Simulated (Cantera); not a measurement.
A closed system holds: 1 mol Nb, 0.022 mol H₂O, a varied amount of H₂, at 2300 K and 10.0 Torr.

Method: chemical equilibrium by Gibbs-energy minimisation in Cantera with the NASA 1993 tables (ideal gas, pure condensed phases). Candidate condensed phases: H₂O, Nb, NbO, NbO₂, Nb₂O₅; 12 gas species. Condensed phases not in the tables: N, O or C dissolved in the metal. The numbers say what is thermodynamically allowed, not how fast it happens.

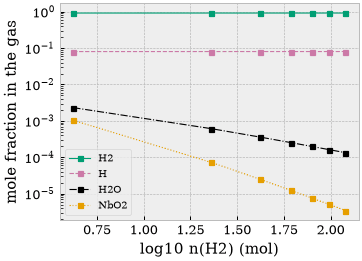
*Equilibrium gas composition (values under 1e-9 drawn at 1e-9)*

From 4.2 mol H₂ to 120 mol H₂ the condensed part is Nb(s). The main Nb-bearing gas is NbO₂ at 4.2 mol H₂ and NbO at 120 mol H₂.
